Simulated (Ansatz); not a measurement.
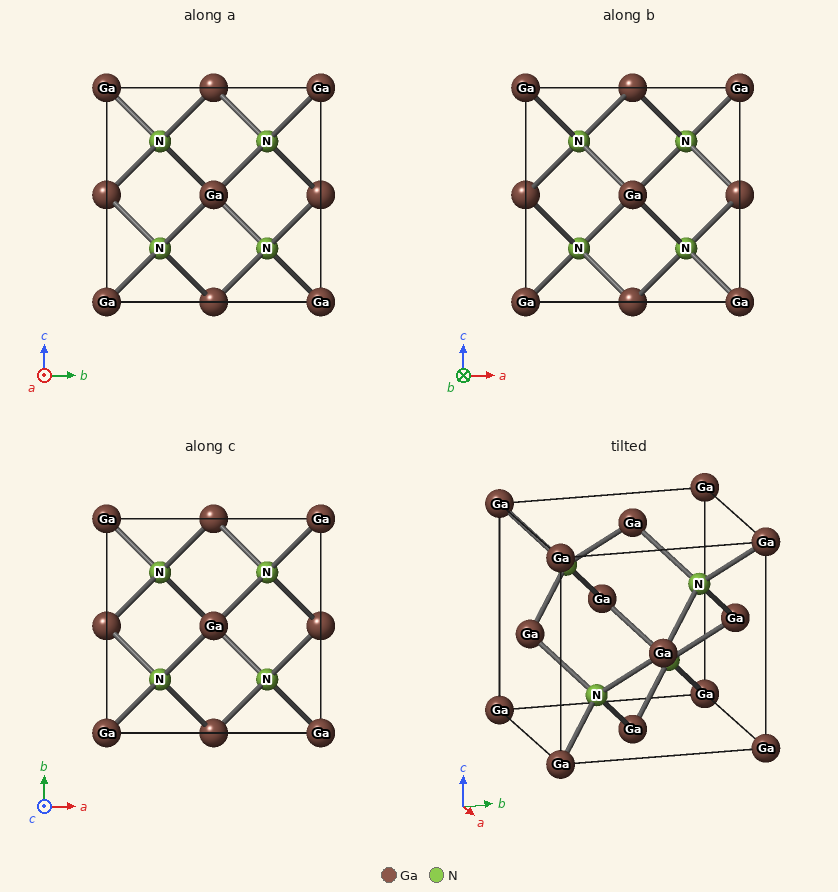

The crystal in a ball-and-stick representation, seen along the a axis, along the b axis, along the c axis and slightly off an axis. The conventional unit cell is outlined; an atom on or near a face, edge or corner is repeated at each equivalent position.

Lattice parameters: a = 4.4979 Å, b = 4.4979 Å, c = 4.4979 Å, α = 90.000°, β = 90.000°, γ = 90.000°.

Reconstruct the structure as a CIF in P1 with every atom of the cell.

```cif
data_structure
_symmetry_space_group_name_H-M 'P 1'
_symmetry_Int_Tables_number 1
_cell_length_a 4.4979
_cell_length_b 4.4979
_cell_length_c 4.4979
_cell_angle_alpha 90.000
_cell_angle_beta 90.000
_cell_angle_gamma 90.000
_cell_volume 91.00
loop_
_atom_site_label
_atom_site_type_symbol
_atom_site_fract_x
_atom_site_fract_y
_atom_site_fract_z
_atom_site_occupancy
Ga1 Ga 0.0000 0.0000 0.0000 1
N1 N 0.2500 0.2500 0.7500 1
Ga2 Ga 0.0000 0.5000 0.5000 1
N2 N 0.2500 0.7500 0.2500 1
Ga3 Ga 0.5000 0.0000 0.5000 1
N3 N 0.7500 0.2500 0.2500 1
Ga4 Ga 0.5000 0.5000 0.0000 1
N4 N 0.7500 0.7500 0.7500 1
```

The structure comes from a structure type filled with these elements by a generator (whether the compound takes this form wasn't checked). Cell shown after relaxation with DFT, r2SCAN, plane waves, PAW (Ansatz 0.2.0).
